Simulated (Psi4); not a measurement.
**ZrH4 (SMILES [H][Zr]([H])([H])[H]), run twice**

Aim: the vertical excitations of ZrH4 at TDA-mPWPW/def2-TZVP (density fitting, core potential, tdscf states 10, tdscf tda yes).

The results are computed with Psi4 1.11.

1 further run of the same task is left out (set aside as unsound or not needed).

**1. The structure to begin with**

ZrH4 has 5 atoms, charge 0, and is taken as a singlet. SMILES: `[H][Zr]([H])([H])[H]`. Geometry: a GFN2-xTB relaxation, a rough one for these elements and not checked as a minimum.

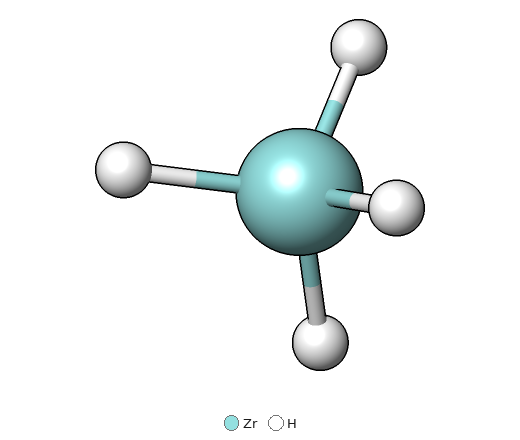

The structure, seen from a chosen angle (zirconium light teal, hydrogen white).

**2. Try one**

input.in

```
memory 1600 mb

molecule {
  0 1
  Zr     0.000680     0.003910     0.000810
  H      0.010660    -0.019090     1.918700
  H      1.804530     0.009360    -0.650970
  H     -0.916040     1.568130    -0.622590
  H     -0.899830    -1.562310    -0.645950
  symmetry c1
  no_reorient
  no_com
}

set globals {
  basis def2-TZVP
  reference rks
  tdscf_states 10
  tdscf_tda true
  ints_tolerance 0.01
  scf_type direct
  maxiter 50
}

energy_value = energy('td-mpwpw')
```

The run is started by

```sh
$ psi4 -n 1 input.in input.out
```

input.out:

```text
[...]
    !!!  WARNING: ECP capability is in beta. Please check occupations closely.  !!!
[...]
  Running in c1 symmetry.
[...]
  Nuclear repulsion =   14.256565510678408
[...]
  Multiplicity = 1
[...]
  Nalpha       = 8
  Nbeta        = 8
[...]
    Number of basis functions: 64
[...]
   @DF-RKS iter   1:   -49.36245620137503   -2.57989e-01   3.53518e-03 DIIS/ADIIS
[...]
   @RKS iter  26:  -525.12431180167027   -5.41149e-11   2.99077e-07 DIIS
[...]
    Orbital Energies [Eh]
    ---------------------
    Doubly Occupied:
       1A   -270.321463     2A    -63.428348     3A    -49.539807
       4A    -46.451281     5A    -40.815340     6A    -14.846369
       7A    -14.594584     8A    -13.905158
[...]
  @RKS Final Energy:  -525.12431180167027
   => Energetics <=
    Nuclear Repulsion Energy =             14.2565655106784082
    One-Electron Energy =                 -47.9474633702832733
    Two-Electron Energy =                -487.2599257566422466
    DFT Exchange-Correlation Energy =      -4.1734881854230963
    Empirical Dispersion Energy =           0.0000000000000000
    VV10 Nonlocal Energy =                  0.0000000000000000
    Total Energy =                       -525.1243118016702738
[...]
 Multipole Moments:
 ------------------------------------------------------------------------------------
     Multipole            Electronic (a.u.)      Nuclear  (a.u.)        Total (a.u.)
 ------------------------------------------------------------------------------------
 L = 1.  Multiply by 2.5417464519 to convert [e a0] to [Debye]
 Dipole X            :          0.3828911            0.0141352            0.3970262
 Dipole Y            :         -0.0059710            0.0812771            0.0753061
 Dipole Z            :         -0.4336121            0.0168375           -0.4167746
 Magnitude           :                                                    0.5805187
[...]
**********                               WARNING                                **********
**********       The names of excited state variables changed between 1.5       **********
[...]
**********                               WARNING                                **********
**********  Length-gauge rotatory strengths are **NOT** gauge-origin invariant  **********
[...]
                                    Excitation Energy         Total Energy        Oscillator Strength             Rotatory Strength
[...]
Excited State    1 (1 A):   2.85602 au   15.95 nm f = 0.0224
[...]
Excited State    7 (1 A):   6.12033 au   7.44 nm f = 3.9800
[...]
Excited State    8 (1 A):   6.15673 au   7.40 nm f = 1.8462
[...]
Excited State    9 (1 A):   6.29878 au   7.23 nm f = 3.8720
[...]
Excited State   10 (1 A):   6.76576 au   6.73 nm f = 2.2503
[...]
**********                               WARNING                                **********
**********       The names of excited state variables changed between 1.5       **********
[...]
```

It took 13 s on 1 thread of Intel Xeon 6975P-C (Granite Rapids), shared host; peak memory 0.42 GiB.

**3. Diagnosis**

The program ended normally, but the settings are unsound, so its numbers aren't properties of the molecule.

The cause is that the screening of the two-electron integrals is far too loose. Among its listed settings the sound run differs in this, and the input shows the rest: integrals df in place of direct; integral approximation program's default in place of none.

**4. Second attempt**

input.in

```
memory 1.6 GB

molecule m {
  Zr     0.000680     0.003910     0.000810
  H      0.010660    -0.019090     1.918700
  H      1.804530     0.009360    -0.650970
  H     -0.916040     1.568130    -0.622590
  H     -0.899830    -1.562310    -0.645950
  units angstrom
  symmetry c1
  no_reorient
  no_com
}

set {
  basis def2-TZVP
  reference rks
  tdscf_states 10
  tdscf_tda true
}

energy('td-mpwpw')
```

The run is started by

```sh
$ psi4 -n 1 input.in input.out
```

input.out:

```text
[...]
    !!!  WARNING: ECP capability is in beta. Please check occupations closely.  !!!
[...]
  Running in c1 symmetry.
[...]
  Nuclear repulsion =   14.256565510678408
[...]
  Multiplicity = 1
[...]
  Nalpha       = 8
  Nbeta        = 8
[...]
    Number of basis functions: 64
[...]
   @DF-RKS iter   1:   -49.35748384762967   -2.53016e-01   3.49924e-03 ADIIS/DIIS
[...]
   @DF-RKS iter   8:   -49.40152379311427   -3.41952e-09   1.02574e-07 DIIS
[...]
    Orbital Energies [Eh]
    ---------------------
    Doubly Occupied:
       1A     -2.049977     2A     -1.220776     3A     -1.220631
       4A     -1.220573     5A     -0.292132     6A     -0.265606
       7A     -0.265528     8A     -0.265514
[...]
  @DF-RKS Final Energy:   -49.40152379311427
   => Energetics <=
    Nuclear Repulsion Energy =             14.2565655106784082
    One-Electron Energy =                -108.5600369710250561
    Two-Electron Energy =                  52.1841591694470566
    DFT Exchange-Correlation Energy =      -7.2822115022146781
    Empirical Dispersion Energy =           0.0000000000000000
    VV10 Nonlocal Energy =                  0.0000000000000000
    Total Energy =                        -49.4015237931142650
[...]
 Multipole Moments:
 ------------------------------------------------------------------------------------
     Multipole            Electronic (a.u.)      Nuclear  (a.u.)        Total (a.u.)
 ------------------------------------------------------------------------------------
 L = 1.  Multiply by 2.5417464519 to convert [e a0] to [Debye]
 Dipole X            :         -0.0122767            0.0141352            0.0018584
 Dipole Y            :         -0.0700356            0.0812771            0.0112415
 Dipole Z            :         -0.0146568            0.0168375            0.0021806
 Magnitude           :                                                    0.0116009
[...]
**********                               WARNING                                **********
**********       The names of excited state variables changed between 1.5       **********
[...]
**********                               WARNING                                **********
**********  Length-gauge rotatory strengths are **NOT** gauge-origin invariant  **********
[...]
                                    Excitation Energy         Total Energy        Oscillator Strength             Rotatory Strength
[...]
Excited State    1 (1 A):   0.12724 au   358.09 nm f = 0.0000
[...]
Excited State    7 (1 A):   0.15807 au   288.26 nm f = 0.0000
[...]
Excited State    8 (1 A):   0.15807 au   288.25 nm f = 0.0000
[...]
Excited State    9 (1 A):   0.17049 au   267.25 nm f = 0.0000
[...]
Excited State   10 (1 A):   0.17055 au   267.16 nm f = 0.0000
[...]
**********                               WARNING                                **********
**********       The names of excited state variables changed between 1.5       **********
[...]
```

Run time: 8.1 s. Hardware: 1 thread of Intel Xeon 6975P-C (Granite Rapids), shared host; peak memory 0.43 GiB.

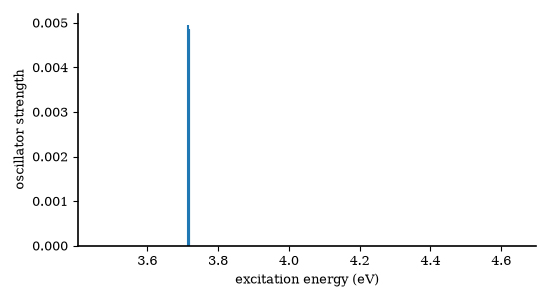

Vertical excitations as sticks.

The roots found:

| excited state | energy (eV) | strength | label |
| --- | --- | --- | --- |
| 1 | 3.462 | 0.0000 | A 1 |
| 2 | 3.464 | 0.0000 | A 1 |
| 3 | 3.464 | 0.0000 | A 1 |
| 4 | 3.716 | 0.0050 | A 1 |
| 5 | 3.718 | 0.0049 | A 1 |
| 6 | 3.718 | 0.0048 | A 1 |
| 7 | 4.301 | 0.0000 | A 1 |
| 8 | 4.301 | 0.0000 | A 1 |
| 9 | 4.639 | 0.0000 | A 1 |
| 10 | 4.641 | 0.0000 | A 1 |

**5. Summary of results**

Level: TDA-mPWPW/def2-TZVP (density fitting, core potential, tdscf states 10, tdscf tda yes).

| quantity | value |
| --- | --- |
| ground-state or mean-field energy | -49.40152 Eh |
| dipole moment (mPWPW Kohn–Sham density) | 0.03 D |
| HOMO energy (mPWPW Kohn–Sham orbitals) | -7.22 eV |
| LUMO energy (mPWPW Kohn–Sham orbitals) | -3.71 eV |
| HOMO–LUMO gap (mPWPW Kohn–Sham orbitals) | 3.51 eV |
| lowest excitation energy | 3.46 eV |

The first attempt's energy was -12945.077 eV off this one.
